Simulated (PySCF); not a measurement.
## Frequency calculation of W₂Cl (charge +1)

W₂Cl, charge +1, computed with UKS-based PBE0, Cl def2-TZVP, W def2-TZVP with ECP60; non-relativistic Hamiltonian with a scalar-relativistic core potential; density fitting (PySCF 2.14.0).

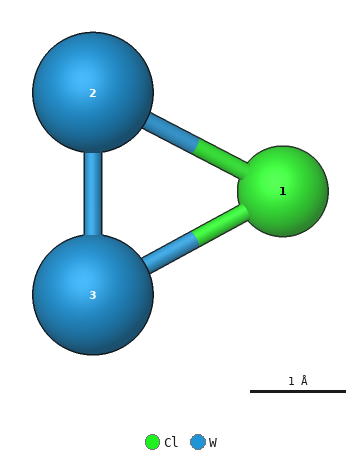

Fig. 1: The structure (ball-and-stick view, seen at a tilt; atoms are numbered from 1 in the order of the input). Sticks mark near contacts.

## The input
```python
from pyscf import gto, scf, dft
mol = gto.M(atom='''
Cl     0.000000     0.000000    -1.944011
W      1.064255     0.000000     0.184630
W     -1.064255    -0.000000     0.184630''',
    basis={'Cl': 'def2-TZVP', 'W': 'def2-TZVP'},
    ecp={'W': 'def2-TZVP'},
    charge=1, spin=0)
mf = dft.UKS(mol, xc='PBE0')
mf.grids.atom_grid = (75, 302)
aux = {'Cl': 'def2-universal-JKFIT', 'W': 'def2-universal-JKFIT'}
mf = mf.density_fit(auxbasis=aux)
mf.conv_tol = 1e-09
mf.diis_space = 10
mf.max_cycle = 60
mf.verbose = 4
mf.kernel()
```

The script is an equivalent of the set-up of the self-consistent field. The run itself was carried out by a driver, which started from the orbitals of the step before it where there was one and computed the further properties.

Hardware: 2 threads of AMD EPYC (Zen 3), 32 GiB of memory available, shared host.

Run as:
```bash
OMP_NUM_THREADS=2 python axn.py task.json out
```

## Log
```
init E= -593.853602051677
  alpha nocc = 22  HOMO = -0.393339384294233  LUMO = -0.272417911558151
  beta  nocc = 22  HOMO = -0.393339384293546  LUMO = -0.272417911558151
  HOMO = -0.393339384294  LUMO = -0.272417911558  gap/eV = 3.29044
cycle= 1 E= -593.853602051794  delta_E= -1.18e-10  |g|= 3.35e-06  |ddm|= 1.88e-05
  alpha nocc = 22  HOMO = -0.393339311704336  LUMO = -0.272417883056202
  beta  nocc = 22  HOMO = -0.393339311705526  LUMO = -0.272417883056202
  HOMO = -0.393339311704  LUMO = -0.272417883056  gap/eV = 3.29044
cycle= 2 E= -593.853602051918  delta_E= -1.23e-10  |g|= 3.39e-06  |ddm|= 1.9e-05
  alpha nocc = 22  HOMO = -0.393339315513059  LUMO = -0.272417886640423
  beta  nocc = 22  HOMO = -0.393339315513729  LUMO = -0.272417886640423
  HOMO = -0.393339315513  LUMO = -0.27241788664  gap/eV = 3.29044
cycle= 3 E= -593.853602051928  delta_E= -9.89e-12  |g|= 3.39e-06  |ddm|= 9e-07
  alpha nocc = 22  HOMO = -0.393339385563784  LUMO = -0.272417954509623
  beta  nocc = 22  HOMO = -0.393339385557156  LUMO = -0.272417954509623
  HOMO = -0.393339385557  LUMO = -0.27241795451  gap/eV = 3.29044
Extra cycle  E= -593.853602052042  delta_E= -1.14e-10  |g|= 3.45e-06  |ddm|= 1.92e-05
converged SCF energy = -593.853602052042  <S^2> = 1.2961951  2S+1 = 2.4869219
```

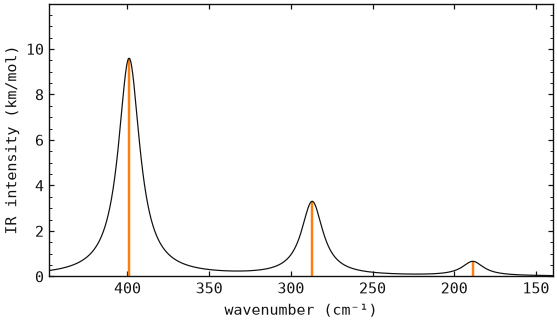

Fig. 2: Harmonic infrared spectrum, unscaled: sticks (degenerate modes added up, dark ones marked on the axis) with a Lorentzian envelope of 16 cm⁻¹ full width, scaled to the tallest stick. 3 modes from 189 to 399 cm⁻¹, none imaginary. The strongest line is at 399 cm⁻¹ (9.6 km/mol). All modes, in cm⁻¹ (km/mol): 189 (0.6), 287 (3.3), 399 (9.6).

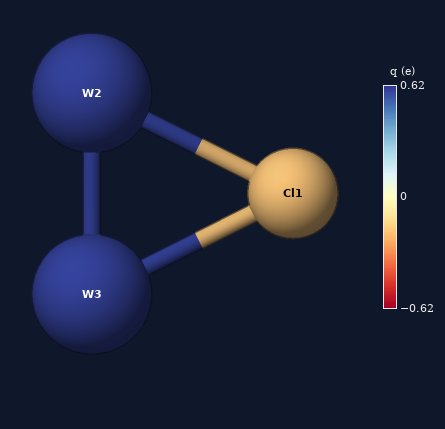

Fig. 3: Mulliken charges, as the colour of each atom (ball-and-stick view, seen on its broad side; atoms are numbered from 1 in the order of the input). By element: Cl −0.19 and W +0.59 e.

## Results in brief

- outcome: converged
- total energy: −593.853602 hartree
- ⟨S²⟩: 1.296
- HOMO: −10.70 eV
- LUMO: −7.41 eV
- zero-point energy: 0.001992 hartree
- wavenumbers, lowest and highest: 189 and 399 cm⁻¹
- wall time: 2 min (CPU time 4.1 min)
- peak memory: 1.3 GiB

## Notes

Checks after the run noted: the SCF density has lower symmetry than the nuclear frame; spin contamination. ⟨S²⟩ is 1.30 against 0.00 for a pure state: the solution is spin-contaminated.
